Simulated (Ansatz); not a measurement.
**Geometry relaxation of C2H6ClFSi2 (part 2 of 2)**

Continued. System: C2H6ClFSi2, SMILES C=C([SiH2]F)[SiH2]Cl. Method: RKS PBE-D4/6-31G (Ansatz 0.2.0). It belongs to a series of runs on one base structure; here: end point A relaxed.

Geometry of the input (Å):
```
C  1.5806  -0.5023  -0.7150
C  0.3354  -0.1376  -0.1960
Si -0.8284  -1.2998  0.6575
F  -2.0109  -1.4884  -0.2645
Si -0.4343  1.5267  -0.2449
Cl 0.7571  2.6319  1.0379
H  1.9608  -1.4656  -0.6748
H  2.1972  0.2948  -1.2359
H  -0.1264  -2.5989  0.8935
H  -1.2119  -0.7749  2.0173
H  -1.8337  1.6027  0.3159
H  -0.3087  2.1563  -1.5569
```

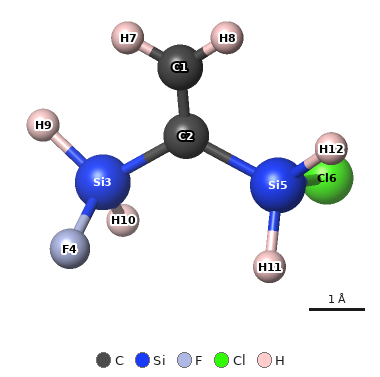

**Figure 1.** The geometry at step 9 of the log (ball-and-stick view, seen at a tilt; atoms are numbered from 1 in the order of the input).

Trajectory as extended XYZ, continued
```
12
Properties=species:S:1:pos:R:3:forces:R:3 step=4 energy=-33145.09884
C     1.4739   -0.5026   -0.7295   -0.1751   0.1855   0.0137
C     0.3066   -0.1103   -0.1548    0.0334  -0.1010  -0.0194
Si   -0.7412   -1.4114    0.7364   -0.1183  -0.0020   0.0513
F    -2.1941   -1.6657   -0.1572    0.0720  -0.0365   0.0261
Si   -0.3546    1.6659   -0.2700   -0.0207   0.0551  -0.0204
Cl    0.6443    2.9662    1.2038    0.0704   0.0022   0.0332
H     1.8170   -1.5422   -0.6792    0.0632  -0.0629  -0.0097
H     2.1268    0.1916   -1.2709    0.0725   0.0070  -0.0171
H     0.0490   -2.7019    0.7740   -0.0225  -0.0278  -0.0076
H    -1.1682   -0.9441    2.1086    0.0184   0.0083   0.0088
H    -1.8153    1.7309    0.0975    0.0070  -0.0455  -0.0660
H    -0.0673    2.2685   -1.6247   -0.0003   0.0175   0.0071
12
Properties=species:S:1:pos:R:3:forces:R:3 step=5 energy=-33145.10139
C     1.4352   -0.4701   -0.7578   -0.0592  -0.1701   0.0286
C     0.2612   -0.1311   -0.1636    0.1915   0.1677  -0.0449
Si   -0.7560   -1.4297    0.7773    0.0450   0.0174  -0.1551
F    -2.1991   -1.7478   -0.1064   -0.0045  -0.0203   0.0314
Si   -0.3340    1.6692   -0.2891   -0.1080  -0.0344   0.0645
Cl    0.6598    2.8935    1.2556   -0.0250  -0.0087   0.0482
H     1.8252   -1.4960   -0.7302    0.0174  -0.0362   0.0150
H     2.0632    0.2515   -1.2967   -0.0180   0.0082  -0.0035
H     0.0584   -2.7059    0.8308   -0.0078   0.0010   0.0274
H    -1.1794   -0.9367    2.1405    0.0195   0.0292   0.0025
H    -1.8133    1.7376   -0.0275   -0.0585   0.0930   0.0117
H     0.0556    2.3104   -1.5987    0.0077  -0.0470  -0.0257
12
Properties=species:S:1:pos:R:3:forces:R:3 step=6 energy=-33145.11756
C     1.4151   -0.4956   -0.8046   -0.0307   0.1067  -0.0066
C     0.2668   -0.1270   -0.1793    0.0034   0.0272  -0.0518
Si   -0.7301   -1.4183    0.7868    0.0060   0.0476   0.0691
F    -2.1888   -1.7747   -0.0538   -0.0004  -0.0180  -0.0008
Si   -0.3380    1.6753   -0.2870    0.0217  -0.0047   0.0311
Cl    0.5216    2.8374    1.3889   -0.0289  -0.0405  -0.0250
H     1.8001   -1.5221   -0.7680   -0.0135  -0.0572  -0.0003
H     2.0288    0.2160   -1.3736    0.0166  -0.0220   0.0021
H     0.0880   -2.6901    0.8740   -0.0052   0.0068  -0.0049
H    -1.1261   -0.8754    2.1416   -0.0059  -0.0194  -0.0148
H    -1.8354    1.7937   -0.1394    0.0449  -0.0264  -0.0169
H     0.1747    2.3257   -1.5516   -0.0080  -0.0001   0.0189
12
Properties=species:S:1:pos:R:3:forces:R:3 step=7 energy=-33145.12140
C     1.4080   -0.5006   -0.8244   -0.0140   0.0616  -0.0111
C     0.2674   -0.1272   -0.1889    0.0088   0.0238  -0.0277
Si   -0.7231   -1.4083    0.7974    0.0068   0.0385   0.0390
F    -2.1808   -1.7800   -0.0377   -0.0150  -0.0257  -0.0018
Si   -0.3319    1.6746   -0.2888   -0.0058   0.0013   0.0249
Cl    0.4738    2.8036    1.4327   -0.0101  -0.0171  -0.0113
H     1.7854   -1.5307   -0.7928   -0.0062  -0.0355   0.0042
H     2.0216    0.2073   -1.3978    0.0081  -0.0206  -0.0066
H     0.0980   -2.6767    0.8993   -0.0017   0.0035  -0.0022
H    -1.1196   -0.8483    2.1441   -0.0025  -0.0141  -0.0061
H    -1.8320    1.7877   -0.1782    0.0285  -0.0197  -0.0197
H     0.2101    2.3435   -1.5309    0.0031   0.0039   0.0185
12
Properties=species:S:1:pos:R:3:forces:R:3 step=8 energy=-33145.12628
C     1.3788   -0.5169   -0.8835   -0.0771   0.0783   0.0424
C     0.2641   -0.1252   -0.2114    0.0750  -0.0320  -0.0072
Si   -0.7040   -1.3847    0.8268   -0.0009  -0.0264   0.0013
F    -2.1615   -1.8147    0.0163    0.0166  -0.0037   0.0194
Si   -0.3186    1.6778   -0.2864   -0.0026   0.1631  -0.0725
Cl    0.3428    2.7260    1.5552   -0.0720  -0.0797  -0.1087
H     1.7446   -1.5507   -0.8479   -0.0003  -0.0446  -0.0219
H     1.9787    0.1759   -1.4895   -0.0028  -0.0138   0.0143
H     0.1363   -2.6377    0.9639   -0.0013   0.0069  -0.0024
H    -1.0979   -0.7882    2.1575   -0.0058   0.0013  -0.0082
H    -1.8305    1.7829   -0.3183    0.1483   0.0166   0.0238
H     0.3441    2.4005   -1.4486   -0.0772  -0.0660   0.1198
12
Properties=species:S:1:pos:R:3:forces:R:3 step=9 energy=-33145.12913
C     1.3748   -0.5214   -0.8934   -0.0389   0.0151   0.0251
C     0.2667   -0.1244   -0.2148    0.0448  -0.0200  -0.0246
Si   -0.6989   -1.3798    0.8331   -0.0137  -0.0152  -0.0194
F    -2.1533   -1.8249    0.0250    0.0138  -0.0042   0.0191
Si   -0.3116    1.6795   -0.2941   -0.0286   0.1268   0.0312
Cl    0.3043    2.7026    1.5734   -0.0196  -0.0381  -0.0764
H     1.7272   -1.5615   -0.8703    0.0106   0.0003   0.0012
H     1.9819    0.1693   -1.4946   -0.0190  -0.0177  -0.0035
H     0.1458   -2.6285    0.9811    0.0026   0.0106  -0.0025
H    -1.0978   -0.7727    2.1574    0.0011   0.0012  -0.0102
H    -1.8193    1.7923   -0.3281    0.0857  -0.0051  -0.0224
H     0.3570    2.4144   -1.4405   -0.0388  -0.0536   0.0824
12
Properties=species:S:1:pos:R:3:forces:R:3 step=10 energy=-33145.13174
C     1.3597   -0.5233   -0.9052   -0.0008  -0.0008  -0.0059
C     0.2608   -0.1233   -0.2156   -0.0111   0.0160   0.0162
Si   -0.6943   -1.3804    0.8393    0.0089   0.0017   0.0147
F    -2.1452   -1.8495    0.0407   -0.0039  -0.0045   0.0011
Si   -0.3057    1.6868   -0.2877   -0.0002  -0.0053  -0.0175
Cl    0.2701    2.6921    1.5923   -0.0056  -0.0078  -0.0001
H     1.7141   -1.5626   -0.8815   -0.0014  -0.0083  -0.0088
H     1.9569    0.1638   -1.5193    0.0073   0.0018   0.0011
H     0.1646   -2.6179    0.9939    0.0037  -0.0009  -0.0017
H    -1.0960   -0.7678    2.1599   -0.0034   0.0003  -0.0055
H    -1.8050    1.8113   -0.3741   -0.0053   0.0030   0.0051
H     0.3967    2.4158   -1.4086    0.0119   0.0047   0.0013
12
Properties=species:S:1:pos:R:3:forces:R:3 step=11 energy=-33145.13285
C     1.3432   -0.5287   -0.9267    0.0044  -0.0071  -0.0009
C     0.2568   -0.1218   -0.2212   -0.0203   0.0053   0.0046
Si   -0.6855   -1.3747    0.8514    0.0011   0.0016   0.0068
F    -2.1324   -1.8754    0.0638    0.0046   0.0007   0.0029
Si   -0.3003    1.6914   -0.2889    0.0239  -0.0060  -0.0077
Cl    0.2141    2.6584    1.6297   -0.0132  -0.0060  -0.0107
H     1.6896   -1.5713   -0.9103   -0.0009   0.0042  -0.0009
H     1.9378    0.1545   -1.5475    0.0010   0.0044  -0.0035
H     0.1888   -2.5999    1.0207   -0.0016   0.0027  -0.0004
H    -1.0925   -0.7458    2.1626   -0.0009  -0.0042  -0.0051
H    -1.7956    1.8273   -0.4288    0.0119   0.0059   0.0069
H     0.4529    2.4310   -1.3707   -0.0100  -0.0015   0.0080
12
Properties=species:S:1:pos:R:3:forces:R:3 step=12 energy=-33145.13298
C     1.3320   -0.5337   -0.9419    0.0118  -0.0103   0.0065
C     0.2535   -0.1225   -0.2267   -0.0034   0.0076   0.0098
Si   -0.6802   -1.3717    0.8588   -0.0062  -0.0021   0.0019
F    -2.1238   -1.8940    0.0784    0.0124   0.0060   0.0034
Si   -0.2921    1.6942   -0.2889   -0.0121   0.0082  -0.0029
Cl    0.1706    2.6408    1.6537    0.0030  -0.0138  -0.0207
H     1.6773   -1.5768   -0.9250   -0.0102   0.0070  -0.0084
H     1.9225    0.1462   -1.5704    0.0000   0.0049   0.0023
H     0.2041   -2.5883    1.0380   -0.0023   0.0039  -0.0006
H    -1.0913   -0.7335    2.1637    0.0008  -0.0027  -0.0037
H    -1.7835    1.8423   -0.4589    0.0148  -0.0006  -0.0032
H     0.4877    2.4418   -1.3469   -0.0088  -0.0082   0.0157
12
Properties=species:S:1:pos:R:3:forces:R:3 step=13 energy=-33145.13307
C     1.3325   -0.5325   -0.9398   -0.0032  -0.0170  -0.0172
C     0.2532   -0.1220   -0.2252   -0.0068   0.0089   0.0073
Si   -0.6802   -1.3717    0.8597   -0.0046  -0.0034  -0.0049
F    -2.1224   -1.8953    0.0780    0.0064   0.0042   0.0024
Si   -0.2936    1.6942   -0.2896    0.0098  -0.0052   0.0045
Cl    0.1750    2.6382    1.6513   -0.0035  -0.0016  -0.0029
H     1.6737   -1.5770   -0.9291    0.0022   0.0102   0.0077
H     1.9232    0.1482   -1.5672    0.0011   0.0044   0.0032
H     0.2052   -2.5873    1.0394   -0.0009   0.0018   0.0007
H    -1.0931   -0.7343    2.1644    0.0010  -0.0002  -0.0016
H    -1.7837    1.8426   -0.4624   -0.0003   0.0003   0.0022
H     0.4869    2.4417   -1.3454   -0.0012  -0.0024  -0.0015
12
Properties=species:S:1:pos:R:3:forces:R:3 step=14 energy=-33145.13310
C     1.3314   -0.5326   -0.9404    0.0005   0.0028   0.0010
C     0.2528   -0.1221   -0.2247    0.0080  -0.0003  -0.0029
Si   -0.6801   -1.3716    0.8594   -0.0041  -0.0028   0.0047
F    -2.1204   -1.8941    0.0744   -0.0032  -0.0020   0.0012
Si   -0.2931    1.6935   -0.2890   -0.0027   0.0029   0.0002
Cl    0.1772    2.6382    1.6508    0.0002   0.0004  -0.0009
H     1.6748   -1.5761   -0.9271    0.0015   0.0005  -0.0013
H     1.9216    0.1492   -1.5672    0.0011  -0.0019  -0.0017
H     0.2050   -2.5870    1.0410   -0.0004   0.0001  -0.0008
H    -1.0945   -0.7343    2.1634   -0.0010  -0.0005  -0.0003
H    -1.7835    1.8425   -0.4589   -0.0002   0.0005   0.0003
H     0.4856    2.4392   -1.3475    0.0002   0.0002   0.0006
```

Results in brief

| quantity | value |
| --- | --- |
| outcome | converged |
| total energy | −33145.1331 eV |
| mean-field energy | −33144.7970 eV |
| largest force (length of the vector) at the end | 0.009 eV/Å |
| wall time | 73 s |
| peak memory | 0.15 GiB |
